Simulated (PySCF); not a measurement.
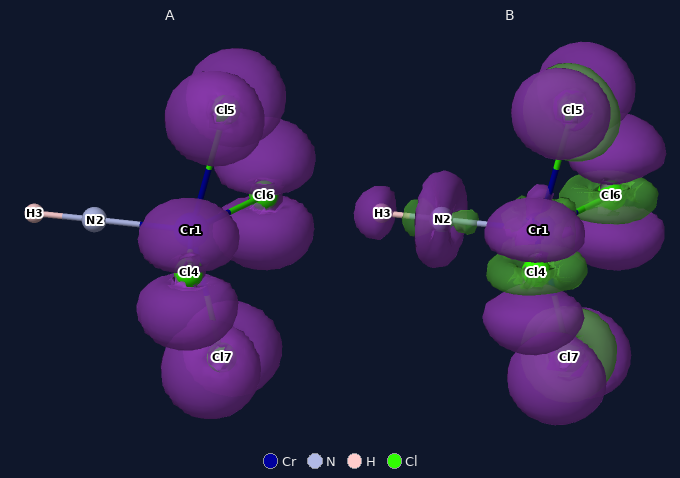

*Cr(NH)Cl4 (Cl₄CrHN). The Fukui function f⁻ from two separate SCF calculations and the density of the HOMO, at ±0.02 e/Å³ (purple positive, green negative).*

PySCF calculation, CAM-B3LYP/def2-SVPD, gas phase; geometry: GFN2-xTB. This is a single-reference result, which may miss multireference character in this system. No frequency check shows the geometry to be a minimum. GFN2-xTB bond lengths at metals and heavier atoms can be off by up to 0.1 Å and shapes distorted, which carries into these values.

Which panel is which, and how good is the frozen-orbital picture?

B is f⁻ (it has negative regions), A the HOMO density. The HOMO lies on Cl4, Cl5, Cl6 and Cl7 (24 % each); f⁻ (Hirshfeld-condensed) is largest on Cl5 and Cl7 (0.21 each) and Cl4 and Cl6 (0.21 each); the vertical ionisation energy is 10.30 eV (the stability of the cation's solution wasn't checked). Relaxation shifts 13 % of the electron between atoms. The orbital energy is −9.47 eV.
